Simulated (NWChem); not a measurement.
# One shape, several levels: CH7GaN2 (SMILES [CH3][Ga]([NH2])[NH2])

Aim: a comparison of 6 runs (HF/STO-3G, HF/3-21G, HF/6-31G, B3LYP/6-31G*, BP86/STO-3G) of CH7GaN2. 

The results are computed with NWChem 7.3.0.

## Step 1: The molecule

CH7GaN2: 11 atoms, total charge 0, spin state singlet. As SMILES, `[CH3][Ga]([NH2])[NH2]`. The shape is that of a PBE0-D4/def2-TZVP optimisation.

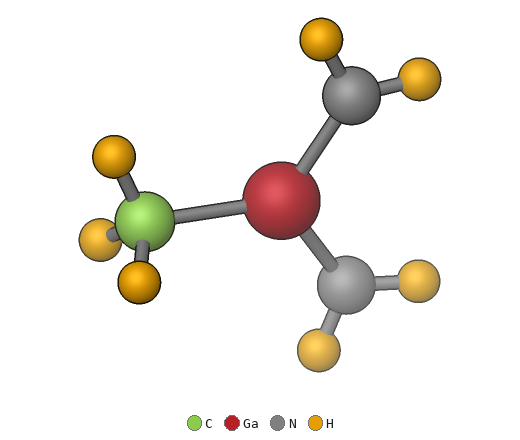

The structure, seen from a chosen angle (carbon green, gallium red, nitrogen grey, hydrogen amber).

## Step 2: Energy and forces at HF/STO-3G (run 1)

The input, ch7gan2.xyz:

```xyz
11
CH7GaN2 hf
C     -0.606400     1.659100     0.052900
Ga     0.065300    -0.178100    -0.007400
N      0.086400    -1.247700     1.468900
N      0.708400    -0.928200    -1.538500
H     -0.742600     2.064800    -0.950500
H      0.094000     2.304200     0.588200
H     -1.563600     1.702100     0.576200
H      0.531900    -2.148500     1.500100
H     -0.110200    -0.903600     2.392600
H      0.628000    -0.487200    -2.438000
H      0.974100    -1.894000    -1.623900
```

The input, run.py:

```python
from ase.io import read
from ase.calculators.nwchem import NWChem

system = read('ch7gan2.xyz')

calc = NWChem(
    label='ch7gan2',
    theory='scf',
    memory='2200 mb',
    basis='STO-3G',
    basispar='spherical bse',
    scf={'nopen': '0', 'rhf': None, 'thresh': '1e-08', 'maxiter': '80'},
)
system.calc = calc

forces = system.get_forces()
e = system.get_potential_energy()
print(f"E = {e:.6f} eV")
print("forces (eV/A):")
for s, f in zip(system.symbols, forces):
    print(f"{s:2s} {f[0]:10.5f} {f[1]:10.5f} {f[2]:10.5f}")
print("dipole (e A):", system.get_dipole_moment().round(4))
```

Started as:

```bash
$ export ASE_NWCHEM_COMMAND="nwchem PREFIX.nwi > PREFIX.nwo"
$ python run.py
```

Log:

```text
E = -55780.495223 eV
forces (eV/A):
C     0.62447   -1.67070   -0.01728
Ga    1.10496   -2.97055   -0.11843
N    -0.19623    3.28664   -4.70743
N    -1.91136    2.39313    4.92047
H    -0.01579   -0.00391    0.45611
H    -0.36602   -0.16275   -0.25289
H     0.36782    0.13503   -0.25331
H     0.23454   -0.54338    0.20019
H    -0.05636    0.00766    0.63445
H     0.03492    0.07749   -0.62905
H     0.17905   -0.54862   -0.23279
dipole (e A): [ 0.0451 -0.0885  0.0006]
```

The calculator wrote ch7gan2.nwi:

```
title "ch7gan2"

permanent_dir ch7gan2

scratch_dir ch7gan2

start ch7gan2

geometry units angstrom nocenter noautosym noautoz
  C  -6.0640000000000005e-01 1.6591000000000000e+00 5.2900000000000003e-02
  Ga 6.5299999999999997e-02 -1.7810000000000001e-01 -7.4000000000000003e-03
  N  8.6400000000000005e-02 -1.2477000000000000e+00 1.4689000000000001e+00
  N  7.0840000000000003e-01 -9.2820000000000003e-01 -1.5385000000000000e+00
  H  -7.4260000000000004e-01 2.0648000000000000e+00 -9.5050000000000001e-01
  H  9.4000000000000000e-02 2.3041999999999998e+00 5.8819999999999995e-01
  H  -1.5636000000000001e+00 1.7020999999999999e+00 5.7620000000000005e-01
  H  5.3190000000000004e-01 -2.1484999999999999e+00 1.5001000000000000e+00
  H  -1.1020000000000001e-01 -9.0359999999999996e-01 2.3925999999999998e+00
  H  6.2800000000000000e-01 -4.8720000000000002e-01 -2.4380000000000002e+00
  H  9.7409999999999997e-01 -1.8939999999999999e+00 -1.6238999999999999e+00
end

memory 2200 mb

basis spherical bse noprint
   * library STO-3G
end

scf
  nopen 0
  rhf
  thresh 1e-08
  maxiter 80
end

task scf gradient
```

ch7gan2.nwo:

```text
Northwest Computational Chemistry Package (NWChem) 7.3.0
             --------------------------------------------------------

           Job information
           ---------------

    nwchem branch   = 7.3.0
    use scalapack   = T
    input           = ch7gan2.nwi
    prefix          = ch7gan2.
    data base       = ch7gan2/ch7gan2.db
    status          = startup
    nproc           =        1

           Memory information
           ------------------

    heap     =     72089594 doubles =      550.0 Mbytes
    stack    =     72089599 doubles =      550.0 Mbytes
    global   =    144179200 doubles =     1100.0 Mbytes (distinct from heap & stack)
    total    =    288358393 doubles =     2200.0 Mbytes
    verify   = yes
    hardfail = no

[... 139 lines left out ...]
 Convergence threshold     :          1.000E-08
[... 13 lines left out ...]
       Final RHF  results
[... 3 lines left out ...]
      One-electron energy =  -3438.960545555193
[... 1 line left out ...]
 Nuclear repulsion energy =    283.764941778280
[... 47 lines left out ...]
                       ROHF Final Molecular Orbital Analysis
[... 258 lines left out ...]
                         RHF ENERGY GRADIENTS

    atom               coordinates                        gradient
                 x          y          z           x          y          z
   1 C      -1.145930   3.135244   0.099967   -0.012144   0.032490   0.000336
   2 Ga      0.123399  -0.336560  -0.013984   -0.021488   0.057768   0.002303
   3 N       0.163272  -2.357811   2.775819    0.003816  -0.063915   0.091545
[... 7 lines of this table left out ...]
  11 H       1.840782  -3.579141  -3.068726   -0.003482   0.010669   0.004527

                 ----------------------------------------
                 |  Time  |  1-e(secs)   |  2-e(secs)   |
                 ----------------------------------------
                 |  CPU   |       0.00   |       0.58   |
                 ----------------------------------------
                 |  WALL  |       0.00   |       0.58   |
                 ----------------------------------------

 Task  times  cpu:        4.3s     wall:        4.3s
 Total times  cpu:        4.3s     wall:        4.3s
```

Wall time 5.1 s (1 thread of AMD EPYC 9R45 (Zen 5), shared host); peak memory 0.1 GiB.

## Step 3: Energy and forces at HF/3-21G (run 2)

The input, geom.nw:

```
START geom
memory stack 880 mb heap 220 mb global 1100 mb
charge 0

GEOMETRY units au noautosym nocenter noautoz
  C   -1.14592992   3.13524461   0.09996651
  Ga   0.12339912  -0.33656022  -0.01398397
  N    0.16327234  -2.35781129   2.77581870
  N    1.33868199  -1.75404379  -2.90734364
  H   -1.40331062   3.90190650  -1.79618468
  H    0.17763426   4.35430694   1.11153691
  H   -2.95477577   3.21650284   1.08886019
  H    1.00514533  -4.06007658   2.83477816
  H   -0.20824782  -1.70755653   4.52135873
  H    1.18674801  -0.92067457  -4.60715229
  H    1.84078222  -3.57914128  -3.06872625
END

BASIS "ao basis" spherical bse
  C library 3-21G
  Ga library 3-21G
  N library 3-21G
  H library 3-21G
END

SCF
  thresh 1e-08
  maxiter 80
END

TASK scf gradient
```

Started as:

```bash
$ nwchem geom.nw > geom.out
```

Log:

```text
[...]
  functions       =    63
[...]
  wavefunction    = RHF
[...]
         Total SCF energy =  -2063.938521933006
      One-electron energy =  -3444.151493989324
      Two-electron energy =   1096.448050653102
 Nuclear repulsion energy =    283.764921403216
        Time for solution =      2.6s
[...]
                         RHF ENERGY GRADIENTS
    atom               coordinates                        gradient
                 x          y          z           x          y          z
   1 C      -1.145930   3.135245   0.099967    0.001878  -0.007266  -0.001904
   2 Ga      0.123399  -0.336560  -0.013984   -0.006697   0.020581   0.001181
   3 N       0.163272  -2.357811   2.775819   -0.006347  -0.010077   0.006933
   4 N       1.338682  -1.754044  -2.907344    0.009866  -0.003366  -0.007348
   5 H      -1.403311   3.901907  -1.796185    0.000191   0.000400  -0.004443
   6 H       0.177634   4.354307   1.111537    0.003615   0.000830   0.002708
   7 H      -2.954776   3.216503   1.088860   -0.003281  -0.001424   0.002872
   8 H       1.005145  -4.060077   2.834778    0.003726  -0.001605  -0.001021
   9 H      -0.208248  -1.707557   4.521359    0.001512   0.003604   0.001902
  10 H       1.186748  -0.920675  -4.607152   -0.003119   0.002056  -0.001781
  11 H       1.840782  -3.579141  -3.068726   -0.001345  -0.003734   0.000902
[...]
```

It took 3.9 s on 1 thread of AMD EPYC 9R45 (Zen 5), shared host; peak memory 0.1 GiB.

Runs 3 to 5 aren't shown in full; the table further down has their settings and results.

## Step 4: Energy and forces at B3LYP/6-31G(d) (spherical functions) (run 6)

The input, job.nw:

```
start job
title "CH7GaN2"
memory 2200 mb

geometry noautosym nocenter noautoz
  C     -0.606400     1.659100     0.052900
  Ga     0.065300    -0.178100    -0.007400
  N      0.086400    -1.247700     1.468900
  N      0.708400    -0.928200    -1.538500
  H     -0.742600     2.064800    -0.950500
  H      0.094000     2.304200     0.588200
  H     -1.563600     1.702100     0.576200
  H      0.531900    -2.148500     1.500100
  H     -0.110200    -0.903600     2.392600
  H      0.628000    -0.487200    -2.438000
  H      0.974100    -1.894000    -1.623900
end

basis spherical bse
  * library 6-31G*
end

dft
  xc b3lyp
  mult 1
  grid xfine
  convergence energy 1e-08
  maxiter 100
  mulliken
end

task dft gradient
```

Started as:

```bash
$ nwchem job.nw > job.out
```

Log:

```text
[...]
          Wavefunction type:  closed shell.
          No. of atoms     :    11
          No. of electrons :    58
[...]
          Charge           :     0
          Spin multiplicity:     1
[...]
          AO basis - number of functions:    88
[...]
              XC Information
              --------------
                         B3LYP Method XC Potential
                     Hartree-Fock (Exact) Exchange  0.200
                        Slater Exchange Functional  0.800 local
                    Becke 1988 Exchange Functional  0.720 non-local
              Lee-Yang-Parr Correlation Functional  0.810
                  VWN I RPA Correlation Functional  0.190 local
[...]
 d= 0,ls=0.0,diis     1  -2076.3953437152 -2.36D+03  1.25D-02  6.67D-01     3.1
[...]
 d= 0,ls=0.0,diis    10  -2076.4759414010 -2.15D-10  1.52D-07  3.92D-10    25.2
         Total DFT energy =    -2076.475941400990
      One electron energy =    -3454.261401588637
           Coulomb energy =     1191.071379587055
    Exchange-Corr. energy =      -97.050861177689
 Nuclear repulsion energy =      283.764941778280
[...]
  wavefunction    = closed shell
                         DFT ENERGY GRADIENTS
    atom               coordinates                        gradient
                 x          y          z           x          y          z
   1 C      -1.145930   3.135244   0.099967    0.001061  -0.003469  -0.000668
   2 Ga      0.123399  -0.336560  -0.013984    0.000808  -0.002393  -0.000160
   3 N       0.163272  -2.357811   2.775819    0.001672   0.002078  -0.001200
   4 N       1.338682  -1.754044  -2.907343   -0.002334   0.000494   0.001382
   5 H      -1.403311   3.901906  -1.796185    0.000344  -0.000667   0.002074
   6 H       0.177634   4.354307   1.111537   -0.001521  -0.000962  -0.000818
   7 H      -2.954776   3.216503   1.088860    0.001932   0.000150  -0.000736
   8 H       1.005145  -4.060076   2.834778   -0.002633   0.004600   0.000357
   9 H      -0.208248  -1.707556   4.521358    0.000979  -0.002353  -0.004563
  10 H       1.186748  -0.920675  -4.607152    0.000844  -0.002670   0.004409
  11 H       1.840782  -3.579141  -3.068726   -0.001152   0.005191  -0.000076
[...]
```

It took 33 s on 1 thread of AMD EPYC 9R45 (Zen 5), shared host; peak memory 0.15 GiB.

## Step 5: The series

```
run                               level  Cartesian functions  iteration cap   energy (Eh)  largest force (eV/Å)  wall time
  1                           HF/STO-3G                   no             80  -2049.895407                 5.796      5.1 s
  2                            HF/3-21G                   no             80  -2063.938522                 1.115      3.9 s
  3                            HF/6-31G                   no             80  -2073.769410                 0.756       14 s
  4  B3LYP/6-31G* (Cartesian functions)                  yes            100  -2076.485059                 0.273       22 s
  5                         BP86/STO-3G                   no            100  -2052.377625                 7.785       68 s
  6  B3LYP/6-31G* (spherical functions)                   no            100  -2076.475941                 0.273       33 s
```

## Step 6: Summary of results

| quantity | value |
| --- | --- |
| run 6: total energy | -2076.47594 Eh |
| run 6: dipole moment | 0.27 D |
| run 6: HOMO energy | -5.91 eV |
| run 6: LUMO energy | 0.43 eV |
| run 6: HOMO–LUMO gap | 6.34 eV |
| run 6: largest force on an atom | 0.273 eV/Å |

**Reading.** Over runs 1, 2, 6 the dipole moment (its size) runs from 0.27 D (B3LYP/6-31G*) to 0.48 D (HF/STO-3G). The two ends differ in method and basis. Over runs 1, 2, 6 the HOMO–LUMO gap runs from 6.34 eV (B3LYP/6-31G*) to 14.31 eV (HF/STO-3G). Totals of different functionals can't be ranked against each other. In runs 1, 5 the basis is minimal, so the values are rough. All runs together took 2.4 min, the longest 68 s.
